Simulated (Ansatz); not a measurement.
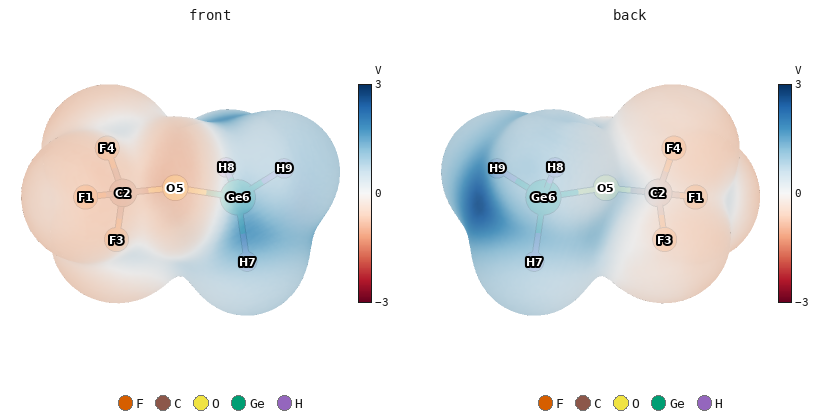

Figure. CH3F3GeO (SMILES FC(F)(F)[O][GeH3]). The electrostatic potential painted on the density surface at 0.002 e/bohr³, seen from the front and from behind; red is negative and blue positive.

Geometry: PBE0-D4/def2-TZVP.

The calculation used RKS PBE0-D4/def2-TZVPP (Ansatz 0.2.0).

The calculation's input:

```
crystal:
  periodic: [false, false, false]
  atoms:
    - {symbol: F, position_ang: [2.205826, -0.338307, -1.242812]}
    - {symbol: C, position_ang: [0.927917, -0.411026, -0.885312]}
    - {symbol: F, position_ang: [0.210764, 0.285506, -1.794513]}
    - {symbol: F, position_ang: [0.545799, -1.694127, -1.015640]}
    - {symbol: O, position_ang: [0.768316, 0.044450, 0.342448]}
    - {symbol: Ge, position_ang: [-0.873638, 0.446678, 1.015125]}
    - {symbol: H, position_ang: [-1.260975, 1.821166, 0.465898]}
    - {symbol: H, position_ang: [-1.837779, -0.659745, 0.581103]}
    - {symbol: H, position_ang: [-0.597829, 0.459206, 2.516605]}
basis:
  gaussian: {orbitals: def2-TZVPP}
hamiltonian: {xc: pbe0, dispersion: d4}
output: {orbitals: {seedname: orbitals}}
```

Run with:

```sh
ansatz run in.yaml --threads 4 --pin off --events-out ev --progress --plain --max-ram 10444MiB
```

Which sites attract a positive test charge, and which a negative one?

Answer. A positive charge is drawn to the negative regions and a negative charge to the positive ones. The most negative region (about −0.8 V) lies over O5, the most positive (about +2.4 V) over Ge6.
